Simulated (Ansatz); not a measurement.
Cell of HfO2-1T on HfO2-1T (facing atoms over hollows or bridges), with its geometry taken from a PBE+D3(BJ) run:

```
CELL_PARAMETERS angstrom
      3.24211     0.00000     0.00000
     -1.62105     2.80775     0.00000
      0.00000     0.00000    25.91000
ATOMIC_POSITIONS crystal
  O  0.66667 0.33333 0.38155
  Hf 0.00000 0.00000 0.41917
  O  0.33333 0.66667 0.45615
  O  0.00000 0.00000 0.54385
  Hf 0.33333 0.66667 0.58083
  O  0.66667 0.33333 0.61845
```

Level of theory: PBE+D3(BJ) with spin-orbit coupling (plane waves to 420 eV, PAW; Ansatz, an electronic-structure program).  Its k-point mesh 12×12×1, Fermi–Dirac width 0.01 eV. A dipole correction is on.

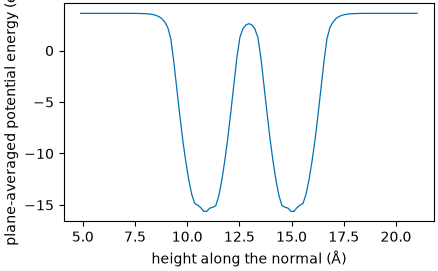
Smooth (PAW) electrostatic potential energy of an electron, averaged over planes, about its mean

The curve spans 19.3 eV over the stretch drawn.
